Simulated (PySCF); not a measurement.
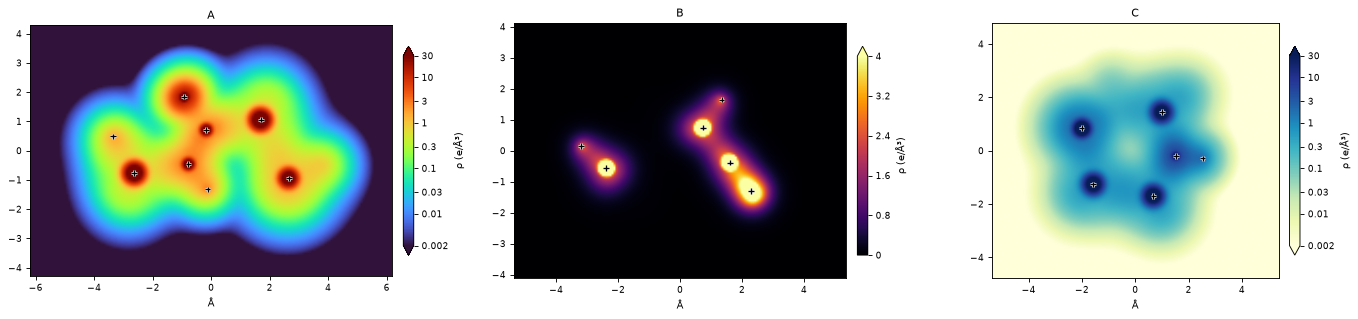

The total electron density of 3 systems, each on a plane through atoms (crosses mark nuclei in the plane).

Theory: PBE0/pcSseg-1, SCF density, gas phase, non-relativistic (PySCF 2.14.0).

System 1: C$_{2}$H$_{13}$NSSi$_{4}$, the plane of atoms Si6, Si7 and S8. Geometry: GFN2-xTB.

```xyz
21

C     2.8337    1.0802   -0.7524
Si    1.7188   -0.3514   -0.2066
C     0.6231    0.2110    1.2492
Si   -0.6234   -1.0449    1.9417
N    -1.6768   -1.5596    0.6654
Si   -2.4234   -0.7074   -0.6531
Si   -1.5218    1.4064   -0.7487
S    -0.2169    1.8233    0.9034
H     2.2484    1.9720   -0.9585
H     3.3873    0.8282   -1.6514
H     3.5544    1.3371    0.0188
H     0.8613   -0.7773   -1.3241
H     2.5218   -1.4852    0.2698
H     1.2845    0.4786    2.0758
H     0.0946   -2.2378    2.3976
H    -1.3806   -0.4153    3.0303
H    -2.0333   -2.4914    0.8040
H    -2.1584   -1.5058   -1.8607
H    -3.8823   -0.7198   -0.4466
H    -0.7522    1.6605   -1.9753
H    -2.4676    2.5154   -0.6243
```

System 2: C$_{5}$H$_{12}$N$_{2}$Si$_{2}$, the plane of atoms C6, C5 and H16. Geometry: GFN2-xTB.

```yaml
atoms:
  - { symbol: C, position_ang: [2.8731, 1.3456, -0.8795] }
  - { symbol: C, position_ang: [2.4518, 0.1059, -1.0607] }
  - { symbol: C, position_ang: [1.0640, -0.2649, -1.4440] }
  - { symbol: Si, position_ang: [0.0680, -0.9013, 0.0703] }
  - { symbol: C, position_ang: [0.0955, 0.5760, 1.3260] }
  - { symbol: C, position_ang: [-0.7141, 1.6385, 0.8393] }
  - { symbol: N, position_ang: [-1.3914, 2.4569, 0.4078] }
  - { symbol: Si, position_ang: [-2.0866, -1.5406, -0.4834] }
  - { symbol: N, position_ang: [-3.1249, -0.5606, 0.4770] }
  - { symbol: H, position_ang: [3.8832, 1.5707, -0.5817] }
  - { symbol: H, position_ang: [2.2216, 2.1906, -1.0354] }
  - { symbol: H, position_ang: [3.1248, -0.7255, -0.8931] }
  - { symbol: H, position_ang: [1.0878, -1.0433, -2.2073] }
  - { symbol: H, position_ang: [0.5524, 0.6010, -1.8678] }
  - { symbol: H, position_ang: [0.9044, -1.9134, 0.7484] }
  - { symbol: H, position_ang: [-0.2930, 0.2578, 2.2935] }
  - { symbol: H, position_ang: [1.1154, 0.9395, 1.4606] }
  - { symbol: H, position_ang: [-2.4167, -2.9094, -0.0738] }
  - { symbol: H, position_ang: [-2.3192, -1.4778, -1.9408] }
  - { symbol: H, position_ang: [-2.9948, 0.4399, 0.4747] }
  - { symbol: H, position_ang: [-4.1102, -0.7688, 0.5042] }
```

System 3: C$_{2}$H$_{8}$FPSi$_{2}$, the plane of atoms F1, C2 and C3. Geometry: GFN2-xTB.

```yaml
atoms:
  - { symbol: F, position_ang: [0.8546, -0.6568, -1.8917] }
  - { symbol: C, position_ang: [0.1888, -0.3498, -0.7426] }
  - { symbol: C, position_ang: [0.8801, 0.0861, 0.3031] }
  - { symbol: Si, position_ang: [2.7477, 0.3366, 0.3885] }
  - { symbol: Si, position_ang: [-1.6849, -0.6249, -0.8715] }
  - { symbol: P, position_ang: [-2.5109, 0.1241, 1.0698] }
  - { symbol: H, position_ang: [0.2929, 0.3112, 1.1853] }
  - { symbol: H, position_ang: [3.3366, 0.2022, -0.9394] }
  - { symbol: H, position_ang: [3.2903, -0.6684, 1.3069] }
  - { symbol: H, position_ang: [2.9763, 1.6828, 0.9221] }
  - { symbol: H, position_ang: [-1.9786, -2.0582, -0.9743] }
  - { symbol: H, position_ang: [-2.1753, 0.0606, -2.0736] }
  - { symbol: H, position_ang: [-2.3893, 1.4675, 0.7576] }
  - { symbol: H, position_ang: [-3.8290, 0.0865, 0.6578] }
```

Q: Match each panel to its system.

A: Panel A is system 3, C$_{2}$H$_{8}$FPSi$_{2}$: the plane holds F, C, Si, P and H. C–C (1.33 Å): ρ is about 2.3 e/Å³ halfway. Panel B is system 2, C$_{5}$H$_{12}$N$_{2}$Si$_{2}$: the plane holds C, N and H. C–N (1.15 Å): ρ at the midpoint is about 3.5 e/Å³. Panel C is system 1, C$_{2}$H$_{13}$NSSi$_{4}$: the plane holds Si, N, S and H. Si–N (1.73 Å): ρ is about 1.1 e/Å³ halfway.
